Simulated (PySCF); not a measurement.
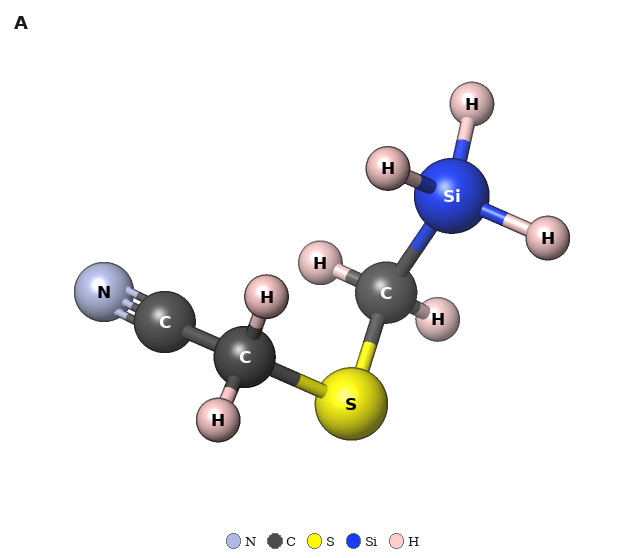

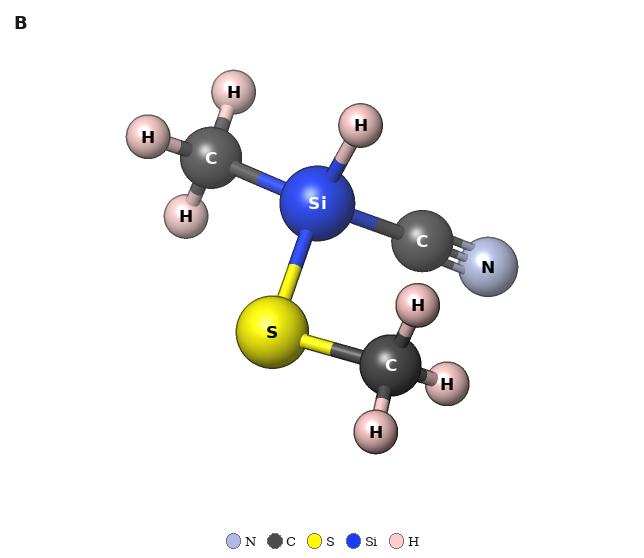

2 stationary structures of one formula. Geometries: PBE0-D3(BJ)/def2-SVP. Electronic energies: PBE0/pcSseg-2 (PySCF 2.14.0), without zero-point energy. No frequency run is at hand to confirm each as a minimum. Each is one conformer, not always the lowest.

Question: Are they conformers, stereoisomers or constitutional isomers?

Answer: They are constitutional isomers of C3H7NSSi: A `N#CCSC[SiH3]`, B `CS[Si@H](C)C#N`.

Question: Which structure is the most stable?

Answer: B is lowest; A lies 169.3 kJ/mol above it.
